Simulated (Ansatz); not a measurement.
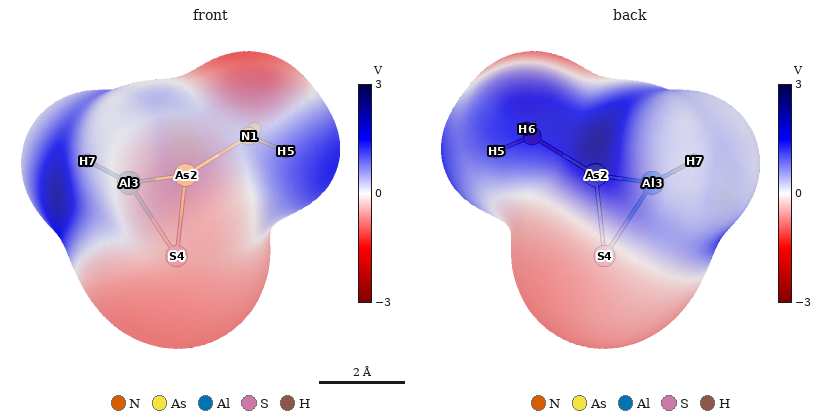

*AlAsH3NS (SMILES N[As]1[AlH][S]1). The electrostatic potential painted on the density surface at 0.001 e/bohr³, seen from the front and from behind; red is negative and blue positive.*

Geometry: PBE0-D4/def2-TZVP.

Theory: RKS PBE0-D4/def2-TZVPP (Ansatz 0.2.0).

| atom | x (Å) | y (Å) | z (Å) |
| --- | --- | --- | --- |
| N | -0.8889 | 1.3409 | 0.3032 |
| As | 0.1347 | 0.6806 | -1.0741 |
| Al | 1.3705 | -1.1089 | -0.0690 |
| S | -0.3335 | -1.6713 | -1.2085 |
| H | -1.8286 | 1.5783 | 0.0160 |
| H | -0.9123 | 0.8423 | 1.1801 |
| H | 2.5192 | -1.7299 | 0.8067 |

### Describe the electrostatic potential map.

The most negative region (about −1.0 V) lies over N1, the most positive (about +2.2 V) over Al3.
